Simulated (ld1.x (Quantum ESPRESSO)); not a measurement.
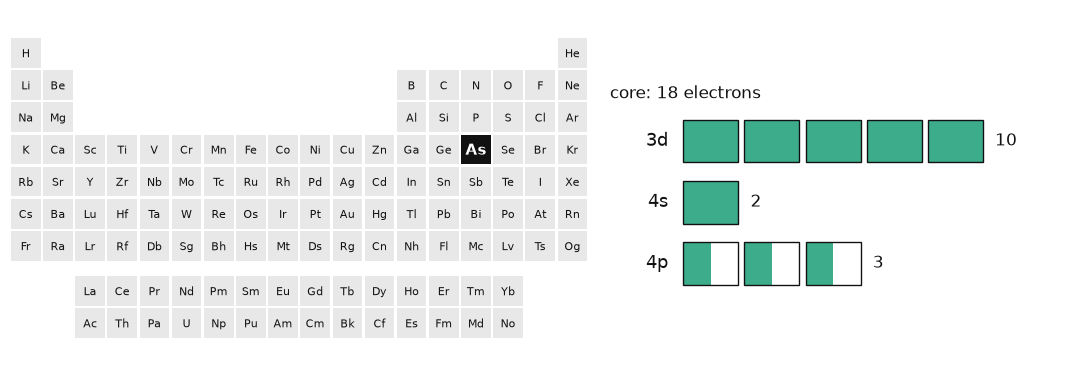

Fig. 1: Left, the place of arsenic in the periodic table; right, the valence shells of the reference configuration: a box for each of the 2l + 1 orbitals, shaded by the share of the shell that is filled, with the electron count at the right. The shells are those of the unaltered input.

**Run report: As, pseudopotential generation**

- system: arsenic (As, Z = 33), core [Ar], reference valence 3d10 4s2 4p3, valence charge 15. (This line and the method describe the unaltered input from which the odd one was made.)
- method: TM potential, PBE, scalar-relativistic, made with ld1.x (Quantum ESPRESSO) 7.5

**Outcome**

- outcome: generated
- hardware: 1 CPU thread, shared host
- wall time: 0.7 s

**What is odd here**

One thing in this input was made odd on purpose: mesh step dx=0.05. The program ran to the end. The all-electron total energy moves by −0.063 Ry against the unaltered input (−4521.6168 Ry), a numerical error of the setting. The pseudo-atom meets the occupied all-electron levels that the test lists within 0.00004 Ry. No test for ghost states or cutoffs was run on this potential, so its soundness isn't shown.

**Input**
```
 &input
   title='As', zed=33., rel=1, dft='PBE', iswitch=3, dx=0.05,
   config='[Ar] 3d10 4s2 4p3',
   nld=3, rlderiv=1.70, eminld=-5.0, emaxld=5.0, deld=0.02
 /
 &inputp
   pseudotype=2, tm=.true., lloc=-2, rcloc=1.35,
   nlcc=.true., new_core_ps=.true.,
   file_pseudopw='As.UPF', file_wfcaegen='ae.wfc', file_wfcncgen='nc.wfc', file_beta='beta', file_chi='chi'
 /
3
4S  1  0   2.00   0.00  1.45  1.45  0.0
4P  2  1   3.00   0.00  1.55  1.55  0.0
3D  3  2  10.00   0.00  1.20  1.20  0.0
 &test
   configts(1)='3d10 4s2 4p3'
 /
```

Command:
```bash
ld1.x < As.in > As.out
```

**The program's output**
```
     Program LD1 v.7.5
     --------------------------- All-electron run ----------------------------

     As
     scalar relativistic calculation

     atomic number is 33.00
     dft =PBE   lsd =0 sic =0 latt =0  beta=0.20 tr2=1.0E-14
     Exchange-correlation= PBE
                           (   1   4   3   4   0   0   0)
     mesh = 303 r(mesh) =  99.83237 a.u. xmin = -7.00 dx = 0.05000
     1 Ry =  13.60569312 eV, c = 137.03599908

     n l     nl                  e(Ry)          e(Ha)          e(eV)
     1 0     1S 1( 2.00)      -861.3724      -430.6862    -11719.5682
     2 0     2S 1( 2.00)      -109.2756       -54.6378     -1486.7702
     2 1     2P 1( 6.00)       -95.8172       -47.9086     -1303.6596
     3 0     3S 1( 2.00)       -13.9874        -6.9937      -190.3087
     3 1     3P 1( 6.00)        -9.8253        -4.9126      -133.6797
     3 2     3D 1(10.00)        -2.9875        -1.4938       -40.6477
     4 0     4S 1( 2.00)        -1.0650        -0.5325       -14.4896
     4 1     4P 1( 3.00)        -0.3817        -0.1908        -5.1929

     final scf error:  5.2E-15 reached in  40 iterations

     Etot =   -4521.679997 Ry,   -2260.839998 Ha,  -61520.590434 eV

     Ekin =    4608.631425 Ry,    2304.315713 Ha,   62703.624887 eV
     Encl =  -10898.667768 Ry,   -5449.333884 Ha, -148283.929095 eV
     Eh   =    1935.632930 Ry,     967.816465 Ha,   26335.627639 eV
     Exc  =    -167.276584 Ry,     -83.638292 Ha,   -2275.913865 eV

     normalization and overlap integrals

     s(1S/1S) =  1.000000  <r> =   0.0455  <r2> =    0.0028  r(max) =   0.0303
     s(2S/2S) =  1.000000  <r> =   0.2028  <r2> =    0.0485  r(max) =   0.1659
     s(2P/2P) =  1.000000  <r> =   0.1772  <r2> =    0.0385  r(max) =   0.1358
     s(3S/3S) =  1.000000  <r> =   0.5983  <r2> =    0.4125  r(max) =   0.5239
     s(3P/3P) =  1.000000  <r> =   0.6172  <r2> =    0.4477  r(max) =   0.5239
     s(3D/3D) =  1.000000  <r> =   0.6783  <r2> =    0.5822  r(max) =   0.4740
     s(4S/4S) =  1.000000  <r> =   1.9396  <r2> =    4.3381  r(max) =   1.6545
     s(4P/4P) =  1.000000  <r> =   2.5561  <r2> =    7.7716  r(max) =   2.0208

     ------------------------ End of All-electron run ------------------------

     --------------------- Generating NC pseudopotential ---------------------

      Generating local potential from pseudized AE potential:
      Matching radius rcloc =   1.3500
      Enforcing V''(0)=0 (lloc=-2)

      Local pseudo, rcloc= 1.355 Estimated cut-off energy=    17.58 Ry

      Computing core charge for nlcc:

       r > 0.29 : true rho core
      Core charge pseudized with two Bessel functions
      Integrated core pseudo-charge :  14.62

      Wfc   4S  rcut= 1.497  Using Troullier-Martins method

      Wfc   4P  rcut= 1.497  Using Troullier-Martins method

      Wfc   3D  rcut= 1.226  Using Troullier-Martins method

     ------------------- End of pseudopotential generation -------------------

     --------------------------- All-electron run ----------------------------

     As
     scalar relativistic calculation

     atomic number is 33.00
     dft =PBE   lsd =0 sic =0 latt =0  beta=0.20 tr2=1.0E-14
     Exchange-correlation= PBE
                           (   1   4   3   4   0   0   0)
     mesh = 303 r(mesh) =  99.83237 a.u. xmin = -7.00 dx = 0.05000
     1 Ry =  13.60569312 eV, c = 137.03599908

     n l     nl                  e(Ry)          e(Ha)          e(eV)
     1 0     1S 1( 2.00)      -861.3724      -430.6862    -11719.5682
     2 0     2S 1( 2.00)      -109.2756       -54.6378     -1486.7702
     2 1     2P 1( 6.00)       -95.8172       -47.9086     -1303.6596
     3 0     3S 1( 2.00)       -13.9874        -6.9937      -190.3087
     3 1     3P 1( 6.00)        -9.8253        -4.9126      -133.6797
     3 2     3D 1(10.00)        -2.9875        -1.4938       -40.6477
     4 0     4S 1( 2.00)        -1.0650        -0.5325       -14.4896
     4 1     4P 1( 3.00)        -0.3817        -0.1908        -5.1929

     final scf error:  5.2E-15 reached in  40 iterations

     Etot =   -4521.679997 Ry,   -2260.839998 Ha,  -61520.590434 eV

     Ekin =    4608.631425 Ry,    2304.315713 Ha,   62703.624887 eV
     Encl =  -10898.667768 Ry,   -5449.333884 Ha, -148283.929095 eV
     Eh   =    1935.632930 Ry,     967.816465 Ha,   26335.627639 eV
     Exc  =    -167.276584 Ry,     -83.638292 Ha,   -2275.913865 eV

     normalization and overlap integrals

     s(1S/1S) =  1.000000  <r> =   0.0455  <r2> =    0.0028  r(max) =   0.0303
     s(2S/2S) =  1.000000  <r> =   0.2028  <r2> =    0.0485  r(max) =   0.1659
     s(2P/2P) =  1.000000  <r> =   0.1772  <r2> =    0.0385  r(max) =   0.1358
     s(3S/3S) =  1.000000  <r> =   0.5983  <r2> =    0.4125  r(max) =   0.5239
     s(3P/3P) =  1.000000  <r> =   0.6172  <r2> =    0.4477  r(max) =   0.5239
     s(3D/3D) =  1.000000  <r> =   0.6783  <r2> =    0.5822  r(max) =   0.4740
     s(4S/4S) =  1.000000  <r> =   1.9396  <r2> =    4.3381  r(max) =   1.6545
     s(4P/4P) =  1.000000  <r> =   2.5561  <r2> =    7.7716  r(max) =   2.0208

     ------------------------ End of All-electron run ------------------------

     Computing logarithmic derivative in   1.69690
     Computing logarithmic derivative in   1.69690
     Computing the partial wave expansion
     R is outside the sphere for l=    0 j= 0.00
     R is outside the sphere for l=    1 j= 0.00
     R is outside the sphere for l=    2 j= 0.00

     ---------------------- Testing the pseudopotential ----------------------

     As
     scalar relativistic calculation

     atomic number is 33.00   valence charge is 15.00
     dft =PBE   lsd =0 sic =0 latt =0  beta=0.20 tr2=1.0E-14
     mesh = 303 r(mesh) =  99.83237 xmin = -7.00 dx = 0.05000

     n l     nl             e AE (Ry)        e PS (Ry)    De AE-PS (Ry)
     3 2     3D   1(10.00)       -2.98755       -2.98755        0.00001
     1 0     4S   1( 2.00)       -1.06496       -1.06495       -0.00001
     2 1     4P   1( 3.00)       -0.38167       -0.38163       -0.00004

     eps = 6.4E-15  iter =  6

     Etot =   -4521.679997 Ry,   -2260.839998 Ha,  -61520.590434 eV
     Etotps =  -281.650001 Ry,    -140.825001 Ha,   -3832.043486 eV

     Ekin =     248.894968 Ry,     124.447484 Ha,    3386.388553 eV
     Encl =    -428.618624 Ry,    -214.309312 Ha,   -5831.653459 eV
     Ehrt =     187.650933 Ry,      93.825466 Ha,    2553.121007 eV
     Ecxc =     -99.544223 Ry,     -49.772112 Ha,   -1354.368155 eV
     (Ecc =     -65.070120 Ry,     -32.535060 Ha,    -885.324083 eV)
     Epseu=    -190.033055 Ry,     -95.016528 Ha,   -2585.531432 eV

     ---------------------- End of pseudopotential test ----------------------
```
